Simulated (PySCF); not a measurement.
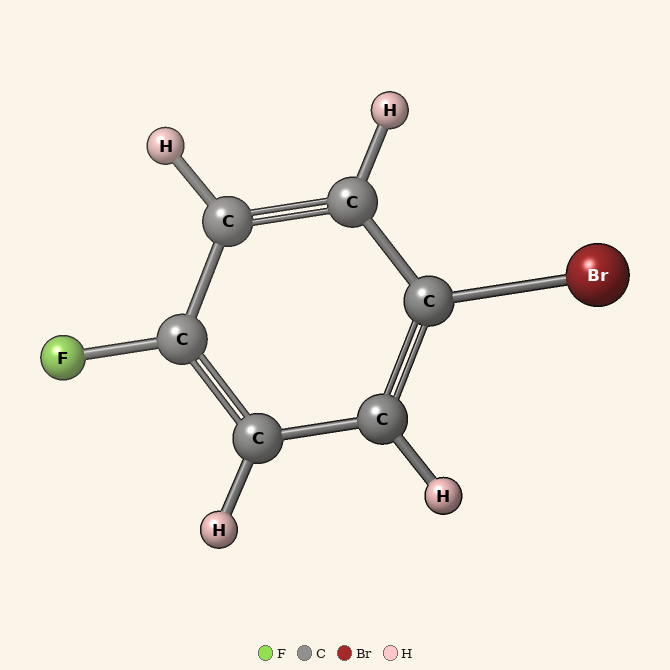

All atoms lie in one plane, which faces the viewer. The geometry was computed by an optimisation with PBE0-D3(BJ)/def2-SVP. No frequency run is at hand to confirm it as a minimum.

Question: List the symmetry elements and name the point group.

Answer: It has 1 C2 axis and 2 mirror planes, so the point group is C2v. The group has 4 operations. The geometry is achiral, and symmetry allows a dipole moment.
